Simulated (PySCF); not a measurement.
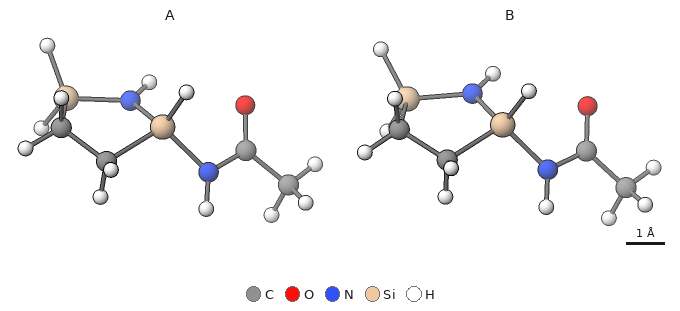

Two geometries of C$_{4}$H$_{12}$N$_{2}$OSi$_{2}$, drawn at one scale. One is the start of a relaxation, the other its converged end. Style: ball-and-stick. Shown from a free direction.

Level of theory: PBE0-D3(BJ)/def2-SVP geometry optimisation, gas phase (PySCF 2.14.0, density-fitted response routines). 

Which of the two is the end point?

Structure B is the relaxed one. The start comes from GFN2-xTB. Its atoms were then displaced at random by about 0.01 Å. The atom that moves furthest after the best rigid fit is an H atom (0.29 Å). Largest moves by element: H 0.29 Å, N 0.23 Å, O 0.15 Å, C 0.11 Å, Si 0.09 Å. Near-neighbour distances that change, for instance: O–Si 2.655 → 2.798 Å, H–Si 1.443 → 1.489 Å, C–N 1.322 → 1.364 Å, C–H 1.056 → 1.096 Å. Among the angles between lasting bonds that change: C–N–H 124.7° → 119.2°, C–N–Si 111.6° → 115.9°, Si–C–H 110.7° → 107.0°. After 7 geometry steps the energy has fallen by 0.257 eV.
